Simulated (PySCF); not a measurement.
SMILES Cl[SiH](Cl)[Si](O)(O)O at its PBE0/def2-SVP optimised geometry (Å):

```
11

Si    -1.4678    -0.1715     0.0000
Cl    -2.1334     1.7924     0.0000
Cl    -2.0001    -1.0400     1.8202
Si     0.8659    -0.1715     0.0000
O      1.3325     0.1783     1.5505
O      1.2806    -1.6695    -0.5465
O      1.5888     0.9498    -0.9702
H     -2.2080    -0.8911    -1.0689
H      0.7946    -0.2126     2.2485
H      2.2080    -1.8235    -0.7576
H      1.7202     1.8235    -0.5888
```

Level of theory: PBE0/def2-TZVP in PySCF 2.14.0. Cells within 0.4 Å of a nucleus heavier than hydrogen are left out (blank, or x).

Map of the HOMO amplitude (bohr^(-3/2)) on the plane z = 0.0 Å; orbital energy -8.16 eV, overall sign arbitrary:

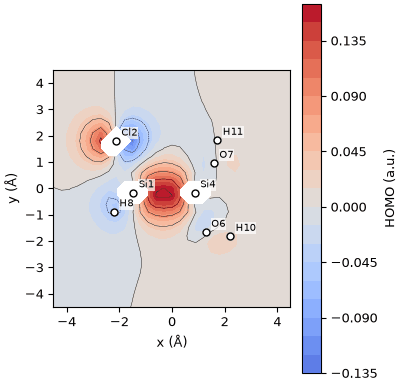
*HOMO amplitude (bohr^(-3/2)) on the plane z = 0.0 Å.*
